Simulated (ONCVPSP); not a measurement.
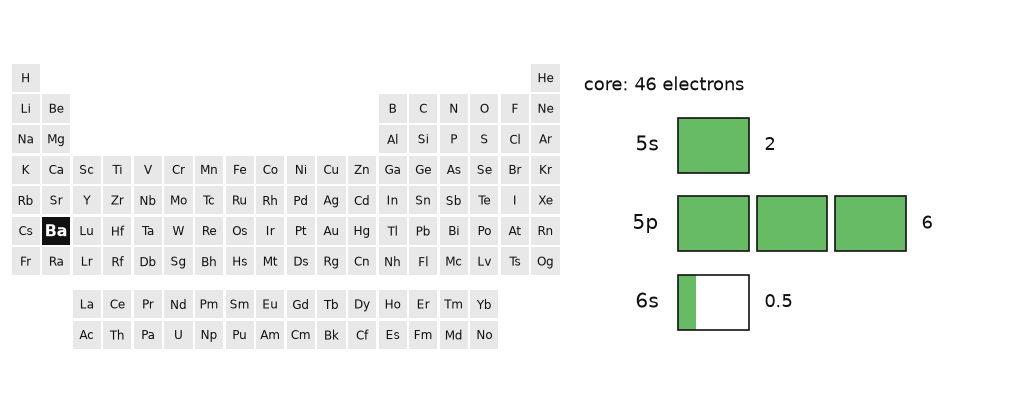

Fig. 1: Left, the place of barium in the periodic table; right, the valence shells of the reference configuration: a box for each of the 2l + 1 orbitals, shaded by the share of the shell that is filled, with the electron count at the right. The shells are those of the unaltered input.

Run report: Ba, pseudopotential generation

Barium (Ba, Z = 56), core [Kr] 4d10, reference valence 5s2 5p6 6s0.5 (an ion of charge +1.5), valence charge 10. (This line and the method describe the unaltered input from which the odd one was made.) Computed at this level: ONCV potential, LDA (Perdew-Wang 92), scalar-relativistic, made with ONCVPSP 4.0.1.

Input:
```
# ATOM AND REFERENCE CONFIGURATION
# atsym  z   nc   nv     iexc    psfile
  Ba 56.00    9    3  -001012      upf
#
#   n    l    f
    1    0    2.00
    2    0    2.00
    2    1    6.00
    3    0    2.00
    3    1    6.00
    3    2   10.00
    4    0    2.00
    4    1    6.00
    4    2   10.00
    5    0    2.00
    5    1    6.00
    6    0    0.50
#
# PSEUDOPOTENTIAL AND OPTIMIZATION
# lmax
    2
#
#   l,   rc,      ep,       ncon, nbas, qcut
    0    2.90    0.00    3    6    5.40
    1    2.55    0.00    3    6    6.60
    2    2.30    0.19    4    7    4.20
#
# LOCAL POTENTIAL
# lloc, lpopt,  rc(5),   dvloc0
    2    5    2.30    0.00
#
# VANDERBILT-KLEINMAN-BYLANDER PROJECTORs
# l, nproj, debl
    0    2   15.00
    1    2    1.30
    2    0    3.60
#
# MODEL CORE CHARGE
# icmod, fcfact, rcfact
    0    0.00    0.00
#
# LOG DERIVATIVE ANALYSIS
# epsh1, epsh2, depsh
   -3.00    5.00    0.02
#
# OUTPUT GRID
# rlmax, drl
    6.00    0.01
#
# TEST CONFIGURATIONS
# ncnf
    4
# nvcnf
#   n    l    f
    3
    5    0    2.00
    5    1    6.00
    6    0    2.00
#
    3
    5    0    2.00
    5    1    6.00
    6    0    1.00
#
    3
    5    0    2.00
    5    1    6.00
    6    0    0.00
#
    4
    5    0    2.00
    5    1    6.00
    6    0    1.50
    5    2    0.50
#
```

Hardware: 1 CPU thread, shared host.

Launched with:
```bash
oncvpsp.x < Ba.dat > Ba.out
```

Log (extracts):
```
ONCVPSP  (Optimized Norm-Conservinng Vanderbilt PSeudopotential)
scalar-relativistic version 4.0.1

#   n    l    f        energy (Ha)
    1    0    2.00    -1.3681772E+03
    2    0    2.00    -2.1657513E+02
    2    1    6.00    -1.9434095E+02
    3    0    2.00    -4.5962478E+01
    3    1    6.00    -3.8833783E+01
    3    2   10.00    -2.8451901E+01
    4    0    2.00    -9.2739402E+00
    4    1    6.00    -6.9718811E+00
    4    2   10.00    -3.6286859E+00
    5    0    2.00    -1.5721897E+00
    5    1    6.00    -1.0175102E+00
    6    0    0.50    -3.7447217E-01

Reference configufation results
  iterations    26
  all-electron total energy (Ha)   -8.12894209D+03

Begin loop to  construct optimized pseudo wave functions
and semi-local pseudopoentials for all angular momenta

Calculating optimized projector #   1

 for l=   0

    Fraction of norm inside rc  0.976957
    Optimizing pswf for qcut=   5.40 a_B^-1,  ecut=  14.58 Ha
    Residual kinetic energy error=  4.71D-08 Ha

    Energy error per electron        Cutoff
         Ha          eV             Ha
         0.01000     0.27211        4.42
         0.00100     0.02721        6.75
         0.00010     0.00272        8.40
         0.00001     0.00027        9.75

Calculating optimized projector #   2

 for l=   0

    Fraction of norm inside rc  0.156703
    Optimizing pswf for qcut=   5.40 a_B^-1,  ecut=  14.58 Ha
    Residual kinetic energy error=  3.54D-09 Ha

    Energy error per electron        Cutoff
         Ha          eV             Ha
         0.01000     0.27211        3.55
         0.00100     0.02721        6.92
         0.00010     0.00272        8.99
         0.00001     0.00027       10.68

   Wellstate for l =  1  n =  7
     eigenvalue =   0.2825
     asymptotic potential =   0.7825
     half-point radius =  6.6213

Calculating optimized projector #   1

 for l=   1

    Fraction of norm inside rc  0.843849
    Optimizing pswf for qcut=   6.60 a_B^-1,  ecut=  21.80 Ha
    Residual kinetic energy error=  3.43D-08 Ha

    Energy error per electron        Cutoff
         Ha          eV             Ha
         0.01000     0.27211        5.46
         0.00100     0.02721       10.28
         0.00010     0.00272       12.99
         0.00001     0.00027       15.11

Calculating optimized projector #   2

 for l=   1

    Fraction of norm inside rc  0.083358
    Optimizing pswf for qcut=   6.60 a_B^-1,  ecut=  21.80 Ha
    Residual kinetic energy error=  6.54D-09 Ha

    Energy error per electron        Cutoff
         Ha          eV             Ha
         0.01000     0.27211        3.68
         0.00100     0.02721       10.10
         0.00010     0.00272       13.36
         0.00001     0.00027       15.83

WARNING wellstate: moderately localized bound state found for n= 5 l=  2
WARNING scattering state with energy  0.05000000
WARNING will be used for the first projector

   Wellstate for l =  2  n =  6
     eigenvalue =   0.0500
     asymptotic potential =   0.5500
     half-point radius =  6.8105

Calculating optimized projector #   1

 for l=   2

    Fraction of norm inside rc  0.151836
    Optimizing pswf for qcut=   4.20 a_B^-1,  ecut=   8.82 Ha
    Residual kinetic energy error=  2.11D-05 Ha

    Energy error per electron        Cutoff
         Ha          eV             Ha
         0.01000     0.27211        3.62
         0.00100     0.02721        5.04
         0.00010     0.00272        6.57
         0.00001     0.00027       16.29

Construct Vanderbilt / Kleinmman-Bylander projectors

B matrix Hermiticity error, ll=   0
   1   2    8.5342E-05

  Orthonormal projector coefficients  1.8702E+00 -1.3622E-01

B matrix Hermiticity error, ll=   1
   1   2   -8.1224E-05

  Orthonormal projector coefficients  1.9628E+00 -2.3849E-01

Pseudoatom total energy  -25.333592

Diagnostic tests using Vanderbilt-Kleinman-Bylander pseudopotentials
  1 or more projectors used as specified by nproj input data

   l    rcore       rmatch      e in        delta e   norm test  slope test

   0   2.9086875   2.9970016  -1.5721897  -0.0000000   1.0001143   1.0001069
   0   2.9086875   2.9970016  -0.3744722   0.0000010   1.0000154   1.0000062

   1   2.5500077   2.6274314  -1.0175102  -0.0000019   1.0000692   1.0000733
   1   2.5500077   2.6274314   0.2824898   0.0000118   1.0001444   1.0001444

   2   2.3034342   2.3733715   0.0500000   0.0000011   1.0000010   1.0000010

 Testing for bound ghosts
   n   l    E NL Schr. Eq   E Basis Diag.   E Cutoff

   1   0       -1.572190       -1.572074     15.31
   2   0       -0.374471       -0.371781     15.31

   2   1       -1.017512       -1.017500     23.91

 Testing for highly-localized positive-energy ghosts
       l    <radius>/rc     E Basis Diag.   E Cutoff

Test configuration 0

   n   l     f        eae           eps        diff
   1   0  2.0000-1368.17719473
   2   0  2.0000 -216.57512984
   2   1  6.0000 -194.34095194
   3   0  2.0000  -45.96247822
   3   1  6.0000  -38.83378289
   3   2 10.0000  -28.45190117
   4   0  2.0000   -9.27394020
   4   1  6.0000   -6.97188111
   4   2 10.0000   -3.62868585
   5   0  2.0000   -1.57218966   -1.57218969   -2.73D-08
   5   1  6.0000   -1.01751022   -1.01751215   -1.93D-06
   6   0  0.5000   -0.37447217   -0.37447118    9.90D-07

    Total energies and differences
      AE_ref= -8.12894209D+03  AE_tst= -8.12894209D+03  dif=  0.00D+00
      PS_ref= -2.53335923D+01  PS_tst= -2.53335923D+01  dif=  1.07D-14
      PSP excitation error= -1.07D-14

Test configuration 1

   n   l     f        eae           eps        diff
   1   0  2.0000-1367.84131055
   2   0  2.0000 -216.23961750
   2   1  6.0000 -194.00544878
   3   0  2.0000  -45.62719053
   3   1  6.0000  -38.49850019
   3   2 10.0000  -28.11659038
   4   0  2.0000   -8.93952558
   4   1  6.0000   -6.63759955
   4   2 10.0000   -3.29471275
   5   0  2.0000   -1.24230778   -1.24176155    5.46D-04
   5   1  6.0000   -0.69107538   -0.69101487    6.05D-05
   6   0  2.0000   -0.12301804   -0.12300675    1.13D-05

    Total energies and differences
      AE_ref= -8.12894209D+03  AE_tst= -8.12931106D+03  dif= -3.69D-01
      PS_ref= -2.53335923D+01  PS_tst= -2.57025824D+01  dif= -3.69D-01
      PSP excitation error=  1.95D-05

Test configuration 2

   n   l     f        eae           eps        diff
   1   0  2.0000-1368.05549131
   2   0  2.0000 -216.45359895
   2   1  6.0000 -194.21942472
   3   0  2.0000  -45.84105306
   3   1  6.0000  -38.71235993
   3   2 10.0000  -28.33046513
   4   0  2.0000   -9.15291753
   4   1  6.0000   -6.85091930
   4   2 10.0000   -3.50786454
   5   0  2.0000   -1.45324126   -1.45298827    2.53D-04
   5   1  6.0000   -0.90012855   -0.90009368    3.49D-05
   6   0  1.0000   -0.28740565   -0.28739236    1.33D-05

    Total energies and differences
      AE_ref= -8.12894209D+03  AE_tst= -8.12910752D+03  dif= -1.65D-01
      PS_ref= -2.53335923D+01  PS_tst= -2.54990367D+01  dif= -1.65D-01
      PSP excitation error=  1.31D-05

Test configuration 3

   n   l     f        eae           eps        diff
   1   0  2.0000-1368.30718126
   2   0  2.0000 -216.70490986
   2   1  6.0000 -194.47072442
   3   0  2.0000  -46.09213091
   3   1  6.0000  -38.96343239
   3   2 10.0000  -28.58156747
   4   0  2.0000   -9.40308896
   4   1  6.0000   -7.10095369
   4   2 10.0000   -3.75758517
   5   0  2.0000   -1.69874207   -1.69907141   -3.29D-04
   5   1  6.0000   -1.14191239   -1.14197819   -6.58D-05

    Total energies and differences
      AE_ref= -8.12894209D+03  AE_tst= -8.12873390D+03  dif=  2.08D-01
      PS_ref= -2.53335923D+01  PS_tst= -2.51253848D+01  dif=  2.08D-01
      PSP excitation error= -2.59D-05

Test configuration 4

   n   l     f        eae           eps        diff
   1   0  2.0000-1367.81654430
   2   0  2.0000 -216.21345565
   2   1  6.0000 -193.97937702
   3   0  2.0000  -45.60128595
   3   1  6.0000  -38.47259703
   3   2 10.0000  -28.09057418
   4   0  2.0000   -8.91379363
   4   1  6.0000   -6.61186269
   4   2 10.0000   -3.26890777
   5   0  2.0000   -1.21745998   -1.21733199    1.28D-04
   5   1  6.0000   -0.66805105   -0.66797059    8.05D-05
   6   0  1.5000   -0.11477731   -0.11468202    9.53D-05
   5   2  0.5000   -0.06488718   -0.06565580   -7.69D-04

    Total energies and differences
      AE_ref= -8.12894209D+03  AE_tst= -8.12928741D+03  dif= -3.45D-01
      PS_ref= -2.53335923D+01  PS_tst= -2.56793744D+01  dif= -3.46D-01
      PSP excitation error=  4.54D-04
```

Outcome:

```
                        quantity                   value
                         outcome               generated
    ghost flags of the generator  0 GHOST(-), 0 GHOST(+)
largest excitation error printed                  12 meV
                       wall time                   2.9 s
```

What is odd here:

This input holds a deliberate oddity: debl of l = 0 set to 15.00 Ha. The program ran to the end. The all-electron atom is untouched: its total energy equals that from the unaltered input (−8128.9421 Ha). The pseudo-atom's energy and ghost flags in the reference configuration are also those from the unaltered input, so the oddity leaves no trace there. Warnings of the program, in the generation or the tests: wellstate: moderately localized bound state found for n= 5 l= 2.
